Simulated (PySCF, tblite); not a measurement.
# C₆H₁₂SSi₂: infrared bands, NMR shifts and electronic excitations in gas and solvents, part 1 of 2

Aim: compute the infrared bands, NMR shifts and electronic excitations of C₆H₁₂SSi₂ (`C#C[Si@@H](S[SiH3])C1CCC1`), and see what a dielectric continuum does where one was used.

Computed with tblite 0.8.0 and PySCF 2.14.0, with density-fitted response routines of our own, on a single molecule, in the gas phase or a continuum. Atoms are numbered from 0 throughout.

## Step 1: The starting structure

21 atoms, charge 0, multiplicity 1; geometry from: force field or distance geometry start.

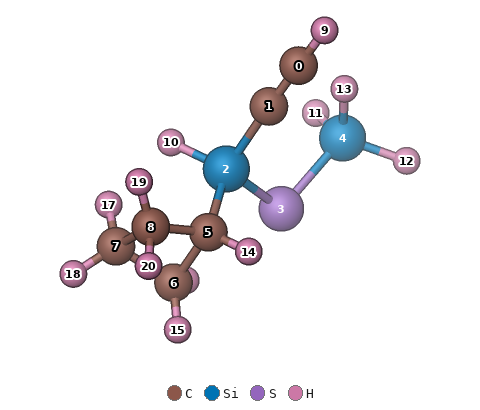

As it starts; carbon brown, silicon blue, sulfur purple, hydrogen pink, atoms numbered.

## Step 2: Relaxing the molecule with GFN2-xTB

Job settings and geometry (Å):

```
{"job": {"kind": "relax", "xc": "GFN2-xTB", "basis": "xTB"}, "charge": 0, "multiplicity": 1}
C      1.921100     2.651500    -0.473300
C      1.289200     1.626500    -0.400600
Si     0.381300     0.040500    -0.252700
S      1.574900    -1.421700     0.774800
Si     3.628600    -0.948800     0.406100
C     -1.169200     0.269300     0.736000
C     -1.862500    -1.089900     0.824600
C     -2.519700    -0.703900    -0.475100
C     -2.399200     0.722300     0.017400
H      2.452200     3.573000    -0.523400
H      0.141300    -0.491800    -1.602100
H      4.103500    -1.850200    -0.650200
H      4.436000    -0.998700     1.635800
H      3.661100     0.465600    -0.071000
H     -1.039800     0.733400     1.741300
H     -2.538100    -1.183300     1.711100
H     -1.124100    -1.887600     0.716300
H     -1.853900    -0.843900    -1.370000
H     -3.561400    -1.058500    -0.620400
H     -2.306700     1.504400    -0.731100
H     -3.223400     0.908700     0.760500
```

Launch:

```sh
> OMP_NUM_THREADS=1 python probes_run.py task.json out
```

This one command runs all jobs of the session in turn.

Standard output:

```text
step      E/eV     max force
  0    -696.71079    2.553
  1    -696.91354    1.104
  2    -696.98158    2.497
  3    -697.06167    1.232
  4    -697.10909    0.435
  5    -697.14032    0.316
  6    -697.15573    0.380
  7    -697.17673    0.332
  8    -697.19422    0.327
  9    -697.21162    0.292
 10    -697.22710    0.277
 11    -697.24314    0.261
 12    -697.26049    0.337
 13    -697.27859    0.323
 14    -697.29338    0.294
 15    -697.30325    0.242
 16    -697.30997    0.188
 17    -697.31545    0.209
 18    -697.32110    0.194
 19    -697.32721    0.260
 20    -697.33309    0.237
 21    -697.33797    0.148
 22    -697.34162    0.154
 23    -697.34497    0.173
 24    -697.34911    0.214
 25    -697.35380    0.193
 26    -697.35786    0.131
 27    -697.36078    0.123
 28    -697.36319    0.110
 29    -697.36574    0.147
 30    -697.36838    0.127
 31    -697.37044    0.096
 32    -697.37182    0.098
 33    -697.37312    0.095
 34    -697.37467    0.111
 35    -697.37631    0.099
 36    -697.37791    0.099
 37    -697.37952    0.101
 38    -697.38141    0.130
 39    -697.38358    0.175
 40    -697.38558    0.166
 41    -697.38693    0.118
 42    -697.38804    0.088
 43    -697.38900    0.070
 44    -697.39045    0.070
 45    -697.39114    0.080
 46    -697.39228    0.087
 47    -697.39312    0.076
 48    -697.39398    0.067
 49    -697.39464    0.057
 50    -697.39522    0.064
 51    -697.39575    0.064
 52    -697.39640    0.058
 53    -697.39720    0.063
 54    -697.39806    0.068
 55    -697.39883    0.065
 56    -697.39945    0.061
 57    -697.39996    0.059
 58    -697.40037    0.057
 59    -697.40076    0.044
 60    -697.40106    0.029
 61    -697.40124    0.031
 62    -697.40154    0.050
 63    -697.40181    0.053
 64    -697.40206    0.033
 65    -697.40221    0.018
 66    -697.40230    0.022
 67    -697.40240    0.028
 68    -697.40255    0.028
 69    -697.40277    0.033
 70    -697.40304    0.036
 71    -697.40329    0.030
 72    -697.40348    0.030
 73    -697.40364    0.030
 74    -697.40386    0.035
 75    -697.40424    0.048
 76    -697.40483    0.060
 77    -697.40553    0.081
 78    -697.40620    0.075
 79    -697.40674    0.043
 80    -697.40710    0.044
 81    -697.40751    0.057
 82    -697.40799    0.066
 83    -697.40864    0.061
 84    -697.40943    0.074
 85    -697.41024    0.069
 86    -697.41086    0.072
 87    -697.41133    0.046
 88    -697.41167    0.052
 89    -697.41204    0.049
 90    -697.41260    0.057
 91    -697.41365    0.054
 92    -697.41422    0.050
 93    -697.41461    0.034
 94    -697.41476    0.031
 95    -697.41486    0.033
 96    -697.41499    0.037
 97    -697.41519    0.040
 98    -697.41544    0.045
 99    -697.41565    0.026
100    -697.41578    0.025
101    -697.41586    0.023
102    -697.41594    0.025
103    -697.41603    0.027
104    -697.41611    0.023
105    -697.41617    0.043
106    -697.41620    0.047
107    -697.41624    0.014
108    -697.41629    0.026
109    -697.41632    0.022
110    -697.41635    0.011
111    -697.41637    0.012
112    -697.41641    0.026
113    -697.41646    0.030
114    -697.41651    0.020
115    -697.41654    0.011
116    -697.41658    0.020
117    -697.41663    0.034
118    -697.41669    0.035
119    -697.41674    0.018
120    -697.41677    0.016
121    -697.41681    0.023
122    -697.41685    0.034
123    -697.41691    0.032
124    -697.41696    0.016
125    -697.41699    0.014
126    -697.41701    0.018
127    -697.41704    0.021
128    -697.41706    0.013
129    -697.41709    0.016
130    -697.41712    0.017
131    -697.41715    0.020
132    -697.41717    0.015
133    -697.41719    0.008
```

Wall time 1.4 s (1 thread of Arm Neoverse V2, shared host); peak memory 0.18 GiB.

Step by step: (not every step is listed)

```
step  energy from step 0 (eV)  largest force (eV/Å)
   0                   0.0000                2.5531
   1                  -0.2028                1.1036
   2                  -0.2708                2.4967
   3                  -0.3509                1.2317
   4                  -0.3983                0.4352
   5                  -0.4295                0.3163
   6                  -0.4449                0.3802
   7                  -0.4659                0.3324
   8                  -0.4834                0.3268
  20                  -0.6223                0.2365
  32                  -0.6610                0.0981
  44                  -0.6797                0.0703
  56                  -0.6887                0.0614
  68                  -0.6918                0.0278
  80                  -0.6963                0.0437
  92                  -0.7034                0.0501
 104                  -0.7053                0.0234
 116                  -0.7058                0.0200
 128                  -0.7063                0.0133
 129                  -0.7063                0.0164
 130                  -0.7063                0.0171
 131                  -0.7064                0.0203
 132                  -0.7064                0.0146
 133                  -0.7064                0.0075
```

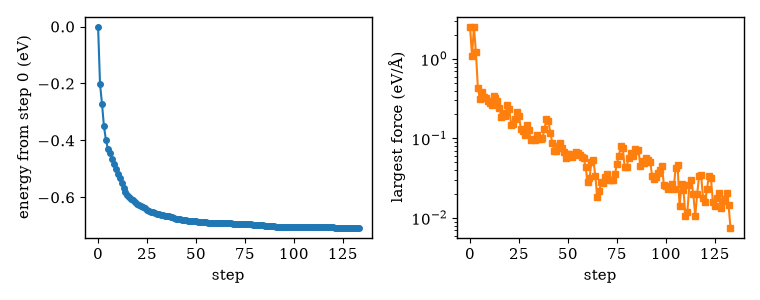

Energy and force, step by step.

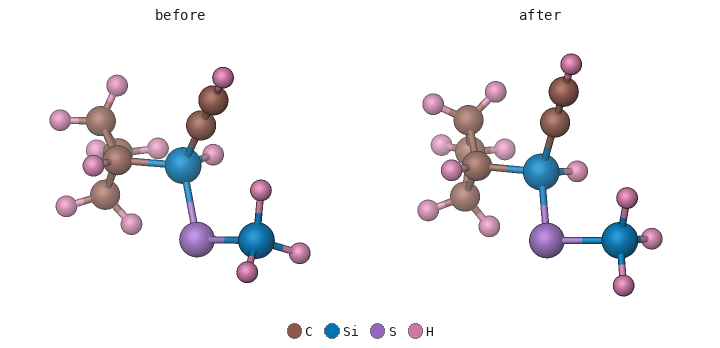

Before and after, at one scale.

Close pairs (by a distance rule), those that changed most:

```
   bond  before (Å)  after (Å)  change (Å)
  C5–C8       1.495      1.539      +0.044
 Si2–C5       1.853      1.891      +0.037
Si4–H13       1.493      1.456      -0.037
 C8–H20       1.125      1.089      -0.036
 C7–H17       1.124      1.089      -0.036
 C6–H15       1.118      1.089      -0.030
  C6–C7       1.507      1.533      +0.027
 C5–H14       1.115      1.091      -0.023
```

The next job starts from the end point, and lists it.

## Step 3: Harmonic vibrations with GFN2-xTB

Job settings and geometry (Å):

```
{"job": {"kind": "ir", "xc": "GFN2-xTB", "basis": "xTB"}, "charge": 0, "multiplicity": 1}
C      1.635634     2.861414    -0.461493
C      1.193091     1.752293    -0.318170
Si     0.562637     0.037253    -0.020245
S      1.878055    -0.976592     1.368905
Si     3.763184    -0.912287     0.364887
C     -1.149407     0.121539     0.777129
C     -1.930101    -1.207613     0.753929
C     -2.746739    -0.679694    -0.431479
C     -2.220476     0.731236    -0.144958
H      2.011645     3.835162    -0.597681
H      0.585140    -0.698395    -1.287020
H      3.643937    -1.651530    -0.886425
H      4.660712    -1.558454     1.305296
H      4.102923     0.479397     0.104011
H     -1.090162     0.585854     1.762951
H     -2.533792    -1.348465     1.649066
H     -1.353406    -2.114206     0.579970
H     -2.395492    -1.067267    -1.386212
H     -3.825307    -0.812424    -0.371976
H     -1.861114     1.296378    -1.003198
H     -2.939884     1.343344     0.396944
```

Standard output:

```text
mode    cm-1     km/mol
  1      21.7      0.39
  2      29.7      3.04
  3      68.0      0.81
  4      73.9      0.42
  5      74.8      0.41
  6      86.9      1.10
  7     123.8      1.77
  8     132.8      1.00
  9     240.1      7.54
 10     255.8      7.82
 11     289.9     13.30
 12     294.6      8.62
 13     475.5     42.44
 14     516.0    107.40
 15     531.7     50.90
 16     566.1     90.25
 17     614.7     48.02
 18     643.0    169.30
 19     665.3     73.08
 20     683.2     50.76
 21     685.3    157.38
 22     707.5     40.09
 23     719.8     66.17
 24     753.2    170.70
 25     770.7    387.19
 26     789.3    309.55
 27     820.7      1.15
 28     854.7      6.42
 29     996.7      0.50
 30    1001.3     15.25
 31    1039.7      1.02
 32    1053.2      5.98
 33    1058.4      4.37
 34    1104.7      9.05
 35    1169.8      0.41
 36    1188.0      2.90
 37    1213.3      1.88
 38    1248.1      0.02
 39    1260.5      3.94
 40    1264.4      0.38
 41    1265.9      0.61
 42    1479.4      0.24
 43    1488.3      0.19
 44    1502.9      0.87
 45    2201.8     35.41
 46    2225.8    196.16
 47    2299.9    314.19
 48    2323.6    174.40
 49    2366.5    203.41
 50    2956.2     42.21
 51    2985.7     11.94
 52    2991.6      7.90
 53    3004.1     23.85
 54    3007.9     82.79
 55    3012.4    110.54
 56    3012.8     44.44
 57    3351.3      0.08
```

It took 1.1 s on 1 thread of Arm Neoverse V2, shared host; peak memory 0.18 GiB.

Which atoms move in the most intense modes:

```
cm⁻¹  km/mol                         atoms
 643   169.3                      H10 80 %
 753   170.7  H12 58 %, H13 26 %, H11 11 %
 771   387.2  H12 36 %, H11 36 %, H13 20 %
 789   309.6            H13 46 %, H11 45 %
2226   196.2                      H10 96 %
2300   314.2                      H11 89 %
2324   174.4                      H13 91 %
2366   203.4                      H12 97 %
```

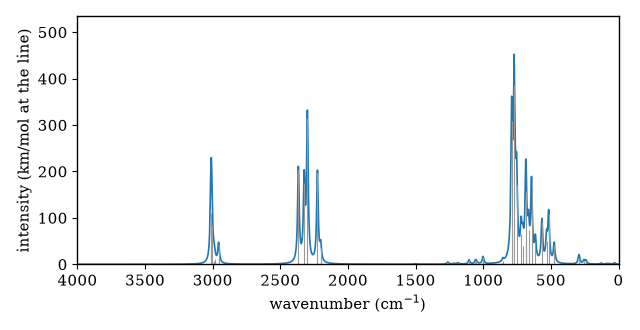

The infrared spectrum from these modes, unscaled. Lines are broadened to a width of 14 cm⁻¹ (Lorentzian).

## Step 4: Geometry optimisation at PBE0-D3(BJ)/def2-SVP

Job settings and geometry (Å):

```
{"job": {"xc": "PBE0", "basis": "def2-SVP", "d3": "d3bj", "grid": 1, "shake": 0.01, "kind": "geom"}, "charge": 0, "multiplicity": 1}
C      1.656040     2.835860    -0.457310
C      1.187410     1.747770    -0.320330
Si     0.542440     0.034930    -0.028900
S      1.911280    -0.974330     1.365380
Si     3.760370    -0.918970     0.354340
C     -1.153320     0.126360     0.774740
C     -1.920520    -1.209610     0.754170
C     -2.731280    -0.674240    -0.436530
C     -2.222300     0.736640    -0.125610
H      2.008950     3.832730    -0.587660
H      0.576280    -0.701310    -1.278190
H      3.649740    -1.650610    -0.879720
H      4.632430    -1.548240     1.295700
H      4.086240     0.482160     0.111020
H     -1.094610     0.575090     1.763210
H     -2.534320    -1.334410     1.656540
H     -1.351470    -2.103090     0.577910
H     -2.404750    -1.061430    -1.380390
H     -3.827460    -0.820250    -0.369680
H     -1.886050     1.303280    -0.998280
H     -2.956270     1.343960     0.387300
```

Standard output:

```text
step   0  E = -1211.86811688  max force = 0.056811
step   1  E = -1211.87853307  max force = 0.006127
step   2  E = -1211.87929884  max force = 0.002884
step   3  E = -1211.87946719  max force = 0.000760
step   4  E = -1211.87955364  max force = 0.001031
step   5  E = -1211.87964670  max force = 0.001116
step   6  E = -1211.87973425  max force = 0.000960
step   7  E = -1211.87982074  max force = 0.001008
step   8  E = -1211.87987091  max force = 0.002471
step   9  E = -1211.87992994  max force = 0.001322
step  10  E = -1211.87997580  max force = 0.000689
step  11  E = -1211.88002850  max force = 0.000400
step  12  E = -1211.88002909  max force = 0.000298
optimisation converged
```

Run time: 4.9 min. Hardware: 1 thread of Arm Neoverse V2, shared host; peak memory 0.93 GiB.

Along the way:

```
step  energy from step 0 (eV)  largest force component (eV/Å)
   0                   0.0000                          2.9213
   1                  -0.2834                          0.3151
   2                  -0.3043                          0.1483
   3                  -0.3089                          0.0391
   4                  -0.3112                          0.0530
   5                  -0.3137                          0.0574
   6                  -0.3161                          0.0494
   7                  -0.3185                          0.0518
   8                  -0.3198                          0.1271
   9                  -0.3214                          0.0680
  10                  -0.3227                          0.0354
  11                  -0.3241                          0.0206
  12                  -0.3241                          0.0153
```

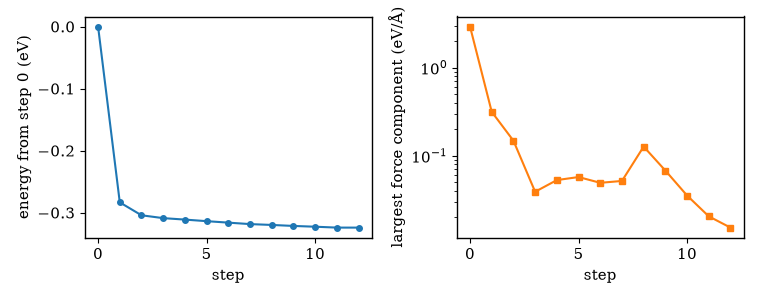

Energy and force, step by step.

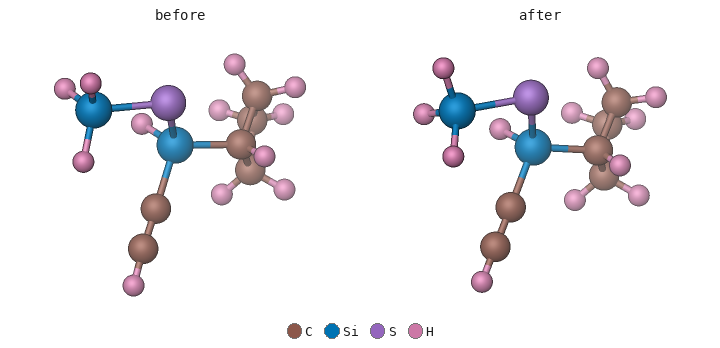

The geometry before (left) and after (right).

Close pairs (by a distance rule), those that changed most:

```
   bond  before (Å)  after (Å)  change (Å)
Si4–H12       1.429      1.491      +0.062
Si4–H11       1.439      1.494      +0.055
 Si2–S3       2.199      2.153      -0.046
 S3–Si4       2.108      2.152      +0.044
Si2–H10       1.450      1.494      +0.043
Si4–H13       1.459      1.491      +0.032
 C7–H17       1.071      1.101      +0.029
 C6–H16       1.074      1.102      +0.028
```

The next job starts from the end point, and lists it.

```
                         at the end point                value
  point group (found at 0.08 Å tolerance)                   C1
rotational constants (GHz, main isotopes)  1.589, 0.613, 0.478
                        dipole moment (D)                 1.53
```

## Step 5: Nuclear shieldings: PBE0/pcSseg-1

Job settings and geometry (Å):

```
{"job": {"kind": "nmr", "xc": "PBE0", "basis": "pcSseg-1"}, "charge": 0, "multiplicity": 1}
C      1.910330     2.707766    -0.349862
C      1.348592     1.636620    -0.210045
Si     0.529594     0.007986     0.007562
S      1.676676    -1.205160     1.367676
Si     3.617921    -0.965143     0.471166
C     -1.181868     0.202470     0.735955
C     -2.005316    -1.112776     0.759743
C     -2.729786    -0.646287    -0.517383
C     -2.220585     0.784445    -0.259246
H      2.404200     3.655582    -0.472603
H      0.482160    -0.647954    -1.333569
H      3.513362    -1.049822    -1.016502
H      4.453439    -2.087460     0.986377
H      4.242259     0.335405     0.847759
H     -1.080921     0.730678     1.698014
H     -2.676832    -1.146475     1.631249
H     -1.458745    -2.068626     0.718847
H     -2.282736    -1.081985    -1.423896
H     -3.818401    -0.796204    -0.566733
H     -1.848130     1.358556    -1.123219
H     -2.965302     1.405990     0.261022
```

Level: GIAO PBE0/pcSseg-1 NMR shielding, non-relativistic, gas phase.

Standard output:

```text
coarse grid: 18832 points
cycle   1  E = -1212.1419915443  dE =  7.971e-01  |g| = 4.827e-01  |ddm| = 4.253e+00
cycle   2  E = -1212.1270746390  dE =  1.492e-02  |g| = 5.449e-01  |ddm| = 1.104e+00
cycle   3  E = -1212.2024464401  dE = -7.537e-02  |g| = 1.147e-01  |ddm| = 6.082e-01
cycle   4  E = -1212.2047154857  dE = -2.269e-03  |g| = 6.456e-02  |ddm| = 1.227e-01
cycle   5  E = -1212.2057350463  dE = -1.020e-03  |g| = 1.562e-02  |ddm| = 5.570e-02
cycle   6  E = -1212.2057942103  dE = -5.916e-05  |g| = 3.671e-03  |ddm| = 1.807e-02
cycle   7  E = -1212.2057976511  dE = -3.441e-06  |g| = 6.943e-04  |ddm| = 4.275e-03
final grid: 167312 points
cycle   8  E = -1212.2637063567  dE = -3.592e-05  |g| = 8.238e-03  |ddm| = 3.692e-02
cycle   9  E = -1212.2636951249  dE =  1.123e-05  |g| = 1.052e-02  |ddm| = 1.897e-02
cycle  10  E = -1212.2637238507  dE = -2.873e-05  |g| = 6.907e-04  |ddm| = 1.093e-02
cycle  11  E = -1212.2637239418  dE = -9.112e-08  |g| = 3.223e-04  |ddm| = 9.639e-04
cycle  12  E = -1212.2637239636  dE = -2.175e-08  |g| = 1.551e-04  |ddm| = 3.494e-04
cycle  13  E = -1212.2637239695  dE = -5.924e-09  |g| = 3.536e-05  |ddm| = 1.338e-04
cycle  14  E = -1212.2637239698  dE = -3.151e-10  |g| = 8.224e-06  |ddm| = 4.408e-05
converged SCF energy = -1212.2637239698

GIAO shielding tensors (ppm)
atom      isotropic    diamagn.    paramagn.     s11        s22        s33       span
  0 C       78.066     262.873    -184.806     -6.373      1.224    239.348    245.721
  1 C       98.376     261.698    -163.322      0.661      3.774    290.692    290.031
  2 Si     374.906     881.827    -506.921    331.364    362.511    430.843     99.479
  3 S      819.714    1060.483    -240.769    785.580    804.977    868.586     83.007
  4 Si     402.060     877.337    -475.277    359.222    391.338    455.620     96.398
  5 C      161.335     251.077     -89.743    149.579    161.625    172.800     23.220
  6 C      160.560     248.901     -88.342    145.326    157.964    178.388     33.062
  7 C      162.227     252.893     -90.666    145.242    164.587    176.853     31.610
  8 C      160.208     248.284     -88.076    145.521    157.802    177.301     31.780
  9 H       28.762      32.866      -4.104     23.488     24.140     38.658     15.170
 10 H       26.303      30.311      -4.008     23.367     24.832     30.710      7.343
 11 H       26.663      27.430      -0.768     23.155     24.936     31.897      8.741
 12 H       26.565      26.682      -0.118     22.586     24.057     33.051     10.465
 13 H       26.538      27.315      -0.777     22.549     25.093     31.970      9.420
 14 H       29.514      32.347      -2.833     25.143     29.443     33.956      8.813
 15 H       28.838      30.214      -1.375     25.487     26.636     34.391      8.904
 16 H       29.409      30.358      -0.948     24.507     29.342     34.379      9.872
 17 H       29.209      30.536      -1.327     25.870     28.019     33.737      7.867
 18 H       29.449      28.742       0.708     25.560     25.790     36.999     11.439
 19 H       29.470      30.307      -0.837     25.080     28.285     35.047      9.967
 20 H       28.818      30.180      -1.362     25.629     26.421     34.404      8.775
```

Run time: 50 s. Hardware: 1 thread of Arm Neoverse V2, shared host; peak memory 1.3 GiB.

Shifts follow as δ = σ(reference) − σ, with reference shieldings (ppm) from runs at the same level and on the same kind of geometry: 1H TMS 31.27, 13C TMS 184.4, 29Si TMS 352.0, 33S CS2 496. The references are single molecules in the gas phase. Atoms listed in one row are averaged.

```
        atoms                             environment  σ (ppm)  δ (ppm)  δ scaled to CDCl3
           C0                  terminal alkyne carbon     78.1    106.3              102.8
           C1                           alkyne carbon     98.4     86.0               83.0
           C8                       sp3 CH2 in a ring    160.2     24.2               23.0
           C6                       sp3 CH2 in a ring    160.6     23.8               22.7
           C5                     sp3 CH bonded to Si    161.3     23.1               21.9
           C7                       sp3 CH2 in a ring    162.2     22.2               21.0
          H10  hydrogen on a silicon bonded to 2 C, S    26.30     4.96                  –
H11, H12, H13       hydrogen on a silicon bonded to S    26.59     4.68                  –
           H9    hydrogen on a terminal alkyne carbon    28.76     2.50               2.59
          H20        hydrogen on an sp3 CH2 in a ring    28.82     2.45               2.54
          H15        hydrogen on an sp3 CH2 in a ring    28.84     2.43               2.52
          H17        hydrogen on an sp3 CH2 in a ring    29.21     2.06               2.17
          H16        hydrogen on an sp3 CH2 in a ring    29.41     1.86               1.98
          H18        hydrogen on an sp3 CH2 in a ring    29.45     1.82               1.94
          H19        hydrogen on an sp3 CH2 in a ring    29.47     1.80               1.92
          H14      hydrogen on an sp3 CH bonded to Si    29.51     1.75               1.88
          Si2             silicon bonded to 2 C, S, H    374.9    -22.9                  –
          Si4                silicon bonded to S, 3 H    402.1    -50.1                  –
           S3                   sulfur bonded to 2 Si      820     -324                  –
```

The scaled column applies a straight-line fit of computed shieldings to shifts measured in CDCl3, with any fitted terms for Cl, Br or S neighbours (root-mean-square error 0.21 ppm for H, 2.0 ppm for C).

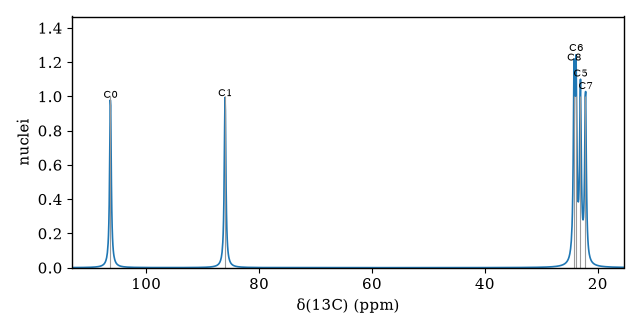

13C lines at the computed shifts, without couplings. Lines are broadened to a width of 0.34 ppm (Lorentzian).

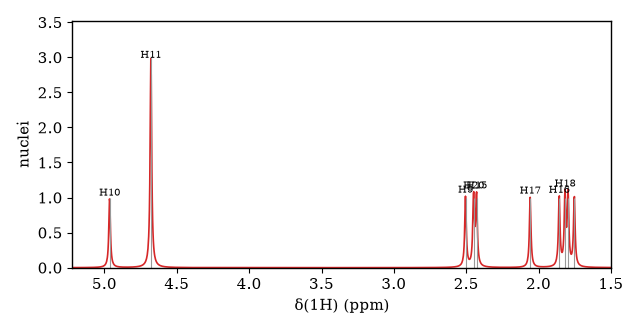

1H lines at the computed shifts, without couplings. Lines are broadened to a width of 0.01 ppm (Lorentzian).

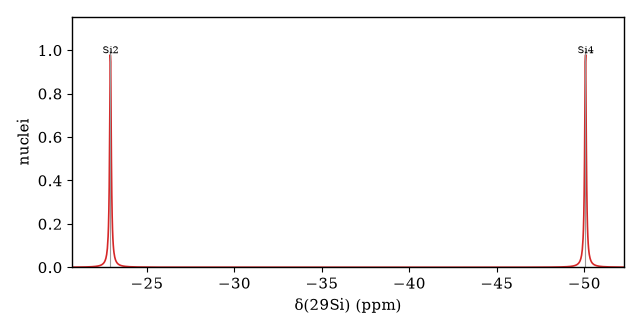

29Si lines at the computed shifts, without couplings. Lines are broadened to a width of 0.11 ppm (Lorentzian).

The run also stored atomic charges by several schemes (e):

```
atoms  Mulliken    IAO  Hirshfeld  ESP fit
   C0     -0.21  -0.17      -0.07    -0.32
   C1     -0.18  -0.34      -0.16    -0.13
  Si2      0.78   0.84       0.34     0.20
   S3     -0.52  -0.42      -0.17    -0.33
  Si4      0.44   0.53       0.28     0.35
   C5     -0.56  -0.39      -0.11     0.18
   C6     -0.18  -0.25      -0.07    -0.27
   C7     -0.24  -0.26      -0.07     0.06
   C8     -0.18  -0.25      -0.07    -0.36
```

IAO charges:

C0 -0.17; C1 -0.34; Si2 0.84; S3 -0.42; Si4 0.53; C5 -0.39; C6 -0.25; C7 -0.26; C8 -0.25; H9 0.20; H10 -0.12; H11 -0.11; H12 -0.10; H13 -0.11; H14 0.15; H15 0.14; H16 0.13; H17 0.14; H18 0.13; H19 0.13; H20 0.14

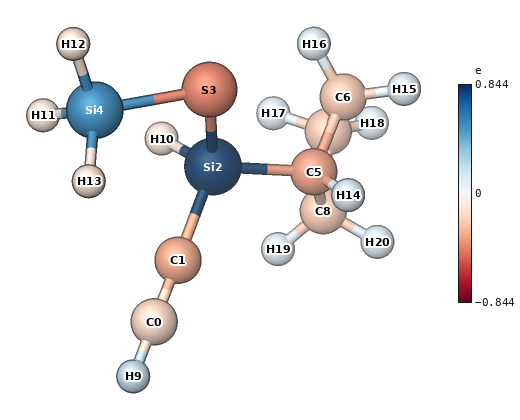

IAO charges, as colours on the atoms.

Mayer bond orders: C0–C1 2.55, C1–Si2 0.88, Si2–S3 0.95, S3–Si4 0.93, Si2–C5 0.90, C5–C6 0.99, C6–C7 1.02, C7–C8 1.02, C8–C5 1.00.

Ring of atoms C5, C6, C7, C8: NICS(0) -0.5, NICS(1) -0.5, NICS(1)zz 3.7 ppm (means of both faces).

(Continued in part 2 of 2.)
